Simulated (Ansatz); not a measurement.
Profile along the Se–Mg line in MgSe (rock salt)

MgSe (rock salt), conventional cell a = 5.5084 Å, b = 5.5084 Å, c = 5.5084 Å, α = 90.00°, β = 90.00°, γ = 90.00°. The calculation uses the primitive cell of 2 atoms, to which meshes and values per cell refer.

Fields along a shortest Se–Mg line of a {110} plane (2.75 Å), from Se to Mg, interpolated on the slice's grid (step about 0.3 Å). These are PBE (plane waves to 420 eV, PAW, scalar-relativistic; Ansatz, a program for electronic structure) values and carry that method's errors. k mesh 10×10×10. Inside the PAW spheres the values are not all-electron values, and peaks at nuclei hang on which shells count as valence. MgSe was relaxed with its symmetry unable to fall.

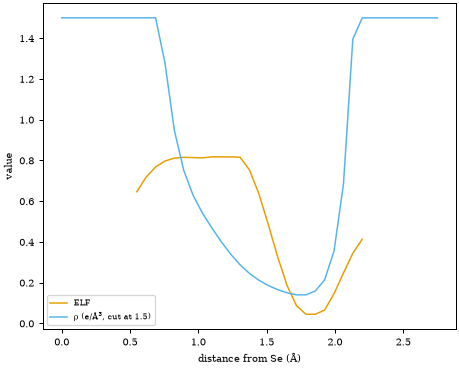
Fig. 1. ELF (away from the nuclei) and valence density from Se to Mg.

Density on the Se–Mg line (2.75 Å) at its density minimum, 1.7 Å from Se: 0.14 e/Å³. ELF at that point: 0.1. ELF maximum in the middle third of the Se–Mg line: 0.82, 1.2 Å from Se.
